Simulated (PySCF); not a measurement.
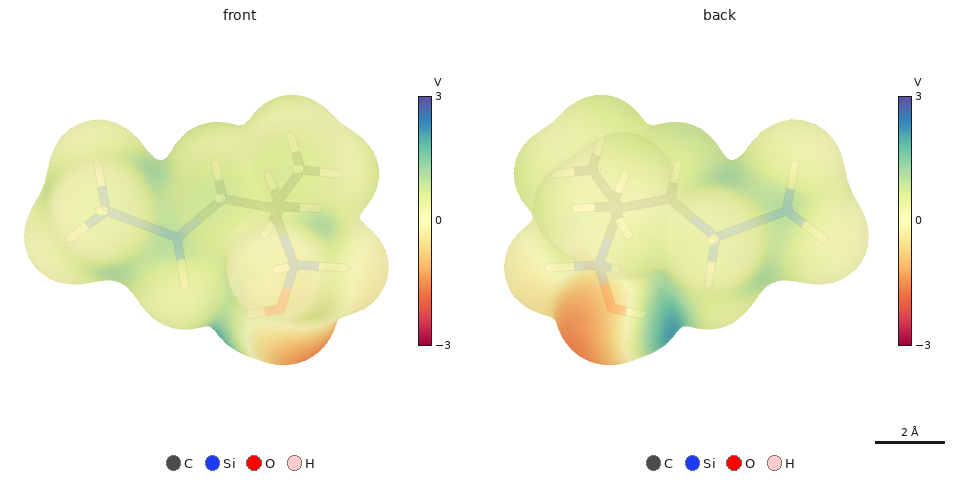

The picture shows: C4H16OSi3 (SMILES CC(C)(C[SiH2][SiH3])[SiH2]O). The electrostatic potential painted on the density surface at 0.002 e/bohr³, seen from the front and from behind; the colour scale runs from red (negative) to blue (positive).

Geometry: GFN2-xTB.

The calculation used PBE0/pcSseg-1, SCF density, gas phase, non-relativistic (PySCF).

```xyz
24

C    -0.2455   -0.7265   -2.0104
C    -0.7818   -0.7257   -0.5790
C    -1.3067   -2.1327   -0.2672
C     0.3612   -0.4345    0.4072
Si    1.3465    1.1897    0.2657
Si    3.0110    1.2185    1.8664
Si   -2.2388    0.5132   -0.4214
O    -1.9800    1.9156   -1.1965
H     0.6140   -1.3921   -2.1004
H     0.0628    0.2704   -2.3167
H    -1.0128   -1.0673   -2.7028
H    -1.6859   -2.1877    0.7516
H    -2.1165   -2.4015   -0.9422
H    -0.5144   -2.8744   -0.3764
H     1.0836   -1.2572    0.3369
H    -0.0427   -0.4871    1.4235
H     1.8888    1.3550   -1.0932
H     0.4221    2.3329    0.4342
H     3.8278    2.4313    1.7823
H     3.9397    0.0898    1.7488
H     2.4829    1.1696    3.2333
H    -3.4131    0.0342   -1.1384
H    -2.5020    0.7338    1.0054
H    -1.2119    2.4523   -1.0174
```

**Describe the electrostatic potential map.**

The most negative region (about −1.5 V) lies over O8, the most positive (about +2.0 V) over H24. O8 is the likeliest acceptor of a hydrogen bond.

**What dipole moment does the calculation give?**

Its dipole moment is 1.58 D.
